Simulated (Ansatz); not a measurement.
```
Ni Cl O
1.0
     3.73878    0.00000    0.00000
     0.00000    7.68180    0.00000
     0.00000    0.00000    3.07856
Ni Cl O
2 2 2
Direct
  0.00000 0.10942 0.50000
  0.50000 0.89058 0.00000
  0.00000 0.31613 0.00000
  0.50000 0.68387 0.50000
  0.00000 0.94718 0.00000
  0.50000 0.05282 0.50000
```

Space group Pmmn; built by placing these elements on a known structure type.

Computed with DFT, PAW plane waves, PBEsol, spin-orbit (Ansatz).

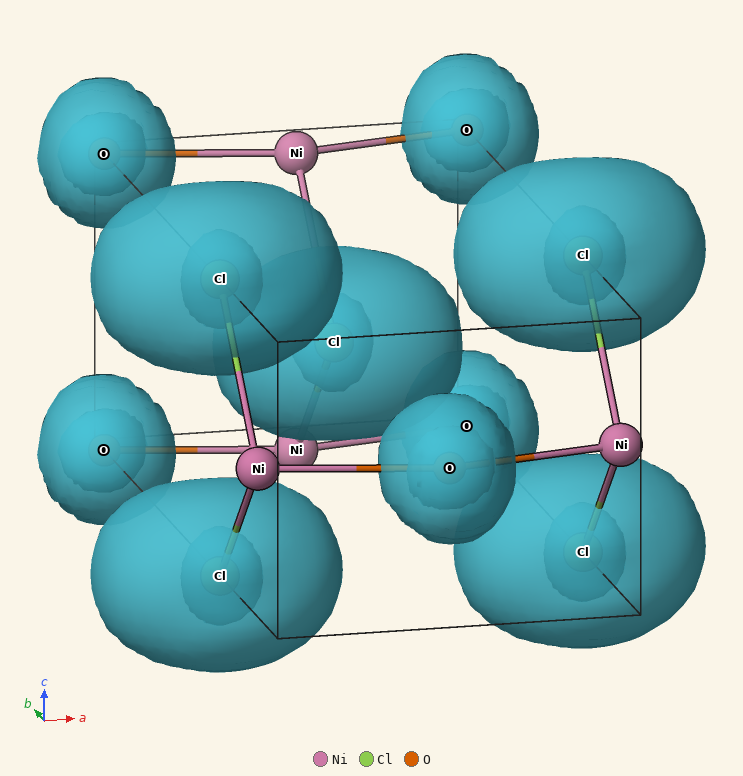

NiClO. Isosurface of the ELF at 0.75 (cyan), seen slightly off an axis. Only the valence region is drawn (cores and ρ < 0.01 e/Å³ removed). Sticks mark near contacts.

> Describe the localisation domains.

The surface consists of two regions wrapped around Cl (the valence shell of each) and two regions wrapped around O (the valence shell of each), counted in one cell of 6 atoms. Any copies at cell faces, edges or corners count once. Along the contacts the grid gives the following. Ni–O (1.92 Å): the ELF peaks at about 0.85 in the valence shell of O, 0.6 Å from its nucleus, and is about 0.25 at the midpoint: no localised pair shows between them. Ni–Cl (2.21 Å): the ELF peaks at about 0.85 in the valence shell of Cl, 0.7 Å from its nucleus, and is about 0.50 at the midpoint.
